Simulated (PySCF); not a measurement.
# One shape, several levels: InF (SMILES [F][In])

We compute a comparison of 6 runs (PBE/STO-6G, wB97X-V/STO-6G, BCCD(T)/STO-6G, CCSDTQ/STO-6G, CCSD(T)/STO-6G, UCCSD(T)/STO-6G) of InF. 

Program for the calculation: PySCF 2.14.0.

12 further runs of the same task are left out: 3 that didn't finish, 9 set aside as unsound or not needed.

## Step 1: The system as given

InF has 2 atoms, charge 0, and is taken as a singlet. SMILES: `[F][In]`. The F1–In2 distance was set to 2.431 Å, away from the relaxed value.

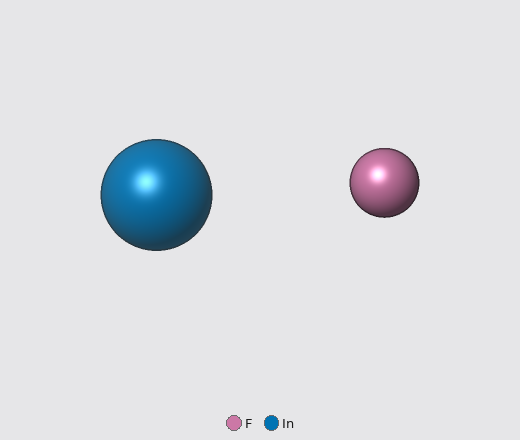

The structure, seen from a chosen angle (fluorine pink, indium blue).

## Step 2: The energy at PBE/STO-6G (run 1)

start.xyz reads:

```xyz
2
FIn
F      0.000000     0.000000    -0.405110
In     0.000000     0.000000     2.025490
```

run.py reads:

```python
from pyscf import gto, dft

molecule = gto.Mole()
molecule.atom = 'start.xyz'
molecule.verbose = 3
molecule.max_memory = 1860
molecule.basis = 'sto-6g'
molecule.build()

mf = dft.RKS(molecule, xc='pbe')
mf.grids.level = 5
mf.conv_tol = 1e-10
mf.kernel()
if not mf.converged:
    mf = mf.newton().run(mf.mo_coeff, mf.mo_occ)

etot = mf.e_tot
print(f'total energy: {etot:.8f} hartree')
```

On the command line:

```sh
$ OMP_NUM_THREADS=1 python run.py
```

What it wrote:

```text
converged SCF energy = -5813.30358242824
total energy: -5813.30358243 hartree
```

Run time: 5.7 s. Hardware: 1 thread of Arm Neoverse V1, shared host; peak memory 0.23 GiB.

## Step 3: The energy at wB97X-V/STO-6G (run 2)

input.py reads:

```python
from pyscf import gto, dft

mol = gto.M(
    atom='''
F      0.000000     0.000000    -0.765547
In     0.000000     0.000000     3.827621
''',
    spin=0,
    verbose=4,
    max_memory=1860,
    unit='bohr',
    basis='sto-6g',
)

mf = dft.RKS(mol)
mf.xc = 'wb97x-v'
mf.conv_tol = 1e-10
mf.nlcgrids.level = 1
mf.grids.level = 5
mf.kernel()
if not mf.converged:
    mf = mf.newton().run(mf.mo_coeff, mf.mo_occ)

etot = mf.e_tot
print('E = %.10f Eh' % etot)
```

On the command line:

```sh
$ OMP_NUM_THREADS=1 python input.py
```

What it wrote:

```text
PySCF version 2.14.0

[... 85 lines left out ...]
converged SCF energy = -5813.6435649778
E = -5813.6435649778 Eh
```

Run time: 26 s. Hardware: 1 thread of Arm Neoverse V1, shared host; peak memory 0.23 GiB.

Runs 3 to 5 aren't shown in full; the table further down has their settings and results.

## Step 4: A single-point energy at UCCSD(T)/STO-6G (run 6)

start.xyz is that of step 2.

run.py reads:

```python
from pyscf import gto, cc

molecule = gto.Mole()
molecule.atom = 'start.xyz'
molecule.verbose = 3
molecule.basis = 'sto-6g'
molecule.max_memory = 1860
molecule.charge = 0
molecule.build()

mf = molecule.UHF()
mf.conv_tol = 1e-10
mf.kernel()
if not mf.converged:
    mf = mf.newton().run(mf.mo_coeff, mf.mo_occ)
for _ in range(3):
    mo, _, stable, _ = mf.stability(return_status=True)
    if stable:
        break
    mf.kernel(mf.make_rdm1(mo, mf.mo_occ))

mycc = cc.CCSD(mf, frozen=19)
mycc.kernel()
e_t = mycc.ccsd_t()
e_tot = mycc.e_tot + e_t
print('Final energy', e_tot)
```

On the command line:

```sh
$ OMP_NUM_THREADS=1 python run.py
```

What it wrote:

```text
converged SCF energy = -5811.48777639964  <S^2> = 1.2701307e-10  2S+1 = 1
<class 'pyscf.scf.uhf.UHF'> wavefunction has an internal instability
converged SCF energy = -5811.49544006665  <S^2> = 0.40074753  2S+1 = 1.6133785
<class 'pyscf.scf.uhf.UHF'> wavefunction is stable in the internal stability analysis
E(UCCSD) = -5811.570003999917  E_corr = -0.07456393326985181
UCCSD(T) correction = -0.00227409022826972
Final energy -5811.572278090146
```

Wall time 2.4 s (1 thread of Arm Neoverse V1, shared host); peak memory 0.12 GiB.

## Step 5: All runs side by side

| run | level | nlc grid | integration grid | energy (Eh) | dipole moment (D) of the reference | HOMO energy (eV) | LUMO energy (eV) | wall time |
| --- | --- | --- | --- | --- | --- | --- | --- | --- |
| 1 | PBE/STO-6G | – | 5 | -5813.303582 | 1.05 | -1.03 | 1.49 | 5.7 s |
| 2 | wB97X-V/STO-6G | 1 | 5 | -5813.643565 | 1.59 | -4.12 | 4.45 | 26 s |
| 3 | BCCD(T)/STO-6G | – | – | -5811.571967 | – | – | – | 2.5 s |
| 4 | CCSDTQ/STO-6G | – | – | -5811.577208 | 2.42 | -4.07 | 5.59 | 20 s |
| 5 | CCSD(T)/STO-6G | – | – | -5811.572797 | 2.42 | -4.07 | 5.59 | 2 s |
| 6 | UCCSD(T)/STO-6G | – | – | -5811.572278 | 1.53 | -2.82 | 5.81 | 2.4 s |

## Step 6: Summary of results

```
                                           quantity           value
                                run 6: total energy  -5811.57228 Eh
        run 6: dipole moment (Hartree–Fock density)          1.53 D
         run 6: HOMO energy (Hartree–Fock orbitals)        -2.82 eV
         run 6: LUMO energy (Hartree–Fock orbitals)         5.81 eV
       run 6: HOMO–LUMO gap (Hartree–Fock orbitals)         8.63 eV
run 6: correlation energy (19 core orbitals frozen)       -76.8 mEh
                              run 6: (T) correction       -2.27 mEh
           run 6: ⟨S²⟩ of the reference determinant           0.401
                               run 6: T1 diagnostic           0.063
```

Totals of different functionals can't be ranked against each other. In runs 1, 2, 3, 4, 5, 6 the basis is minimal, so the values are rough. In runs 1, 2, 3, 4, 5, 6 relativity is left out where basis or elements ask for it. Spin contamination of the reference: run 6 ⟨S²⟩ = 0.40. All runs together took 59 s, the longest 26 s.
